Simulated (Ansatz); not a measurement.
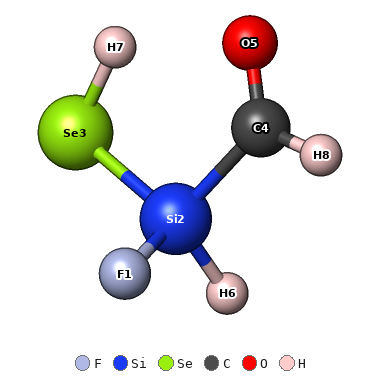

The system is CH3FOSeSi, SMILES O=C[SiH](F)[SeH]; the picture shows the reference structure. 
- First axis: dihedral C4–Si2–Se3–H7. Second axis: dihedral Se3–Si2–C4–O5.
- Nothing is relaxed (all other coordinates rigid).
- The scan uses a 15 × 15 grid.
- Points are written as (first, second).
- All energies are given in cm⁻¹ relative to the relaxed molecule at the same level.
- These are results of RKS CAM-B3LYP-D4/def2-SVP (Ansatz), not measurements.

Its coordinates:

```tsv
atom	x (Å)	y (Å)	z (Å)
F	-1.3653	0.6459	1.5386
Si	-0.0865	0.7075	0.5400
Se	1.7639	-0.2531	1.3670
C	-0.5840	-0.3637	-0.9900
O	-0.0041	-1.3816	-1.2742
H	0.0881	2.1380	0.1985
H	1.5012	-1.3838	0.4552
H	-1.4586	-0.0334	-1.6118
```

Range: dihedral C4–Si2–Se3–H7 from −180 to 156°; dihedral Se3–Si2–C4–O5 from −180 to 156°.

Predict the map.

Answer. The lowest grid point is at (−12°, 12°), 20 cm⁻¹ from the relaxed molecule at the same level. Higher local minima lie near (−180°, −12°) (659 cm⁻¹ above the lowest at that grid point); (−36°, −108°) (821 cm⁻¹ above the lowest at that grid point); (156°, 108°) (1216 cm⁻¹ above the lowest at that grid point). The highest grid point, (−108°, 60°), lies 2247 cm⁻¹ above the lowest. On the interpolated surface the easiest way out of the lowest well to the well at about (−45°, −100°) passes a barrier of about 940 cm⁻¹. Round the minimum the valley is strongly tilted: raising dihedral C4–Si2–Se3–H7 shifts the best value of dihedral Se3–Si2–C4–O5 downwards (coupling k₁₂/√(k₁₁k₂₂) about 0.6).

```tsv
dihedral Se3–Si2–C4–O5 ↓, dihedral C4–Si2–Se3–H7 →	−180	−156	−132	−108	−84	−60	−36	−12	12	36	60	84	108	132	156
156	1299	1612	1957	2004	1693	1322	1201	1362	1641	1883	1997	1984	1830	1536	1279
132	1303	1623	1942	1935	1580	1208	1142	1369	1648	1858	1960	1930	1766	1483	1255
108	1329	1691	2019	1969	1534	1093	1044	1384	1746	1944	2006	1938	1737	1442	1236
84	1373	1789	2169	2132	1633	1045	904	1347	1864	2113	2161	2060	1812	1473	1254
60	1338	1793	2240	2267	1771	1025	633	1084	1809	2175	2266	2176	1890	1487	1221
36	1117	1607	2124	2223	1787	1023	339	498	1395	1979	2173	2144	1853	1376	1029
12	797	1272	1855	2044	1687	1049	361	20	667	1515	1896	1975	1752	1248	801
−12	679	1048	1597	1848	1595	1102	652	210	210	968	1579	1779	1666	1249	786
−36	789	1068	1507	1707	1503	1131	895	723	479	743	1338	1633	1588	1277	899
−60	880	1134	1488	1596	1361	1045	940	1016	957	937	1227	1474	1464	1229	942
−84	945	1199	1500	1533	1243	921	869	1088	1245	1230	1269	1350	1328	1155	950
−108	1048	1330	1616	1607	1270	910	841	1112	1414	1489	1445	1397	1314	1149	997
−132	1138	1459	1776	1773	1417	1022	907	1153	1512	1681	1665	1580	1434	1220	1059
−156	1202	1542	1899	1935	1593	1186	1039	1235	1581	1806	1855	1794	1622	1348	1138
−180	1264	1594	1963	2026	1710	1315	1163	1324	1638	1882	1977	1951	1786	1485	1232
```

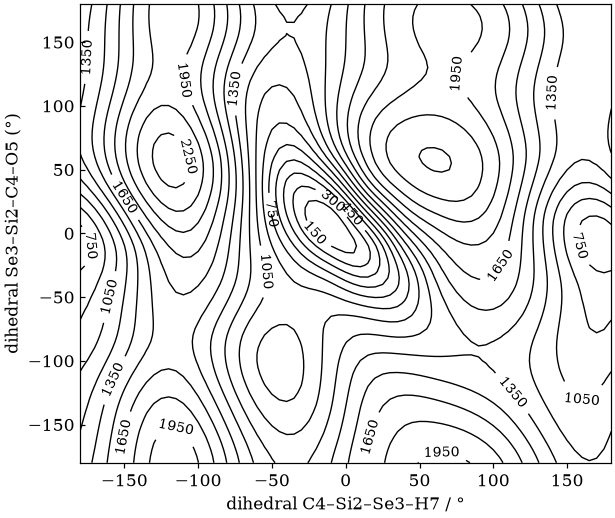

In the figure: contour lines labelled in cm⁻¹. Between grid points the surface is interpolated.

Each point was launched as `ansatz run input.yaml --threads 1 --pin off --max-ram 2560MiB --backend cpu --events-out ev --progress --plain --runs-dir out`. Time for the 225 points that were run: 48 min on 1 thread of Arm Neoverse N1, on a shared host.
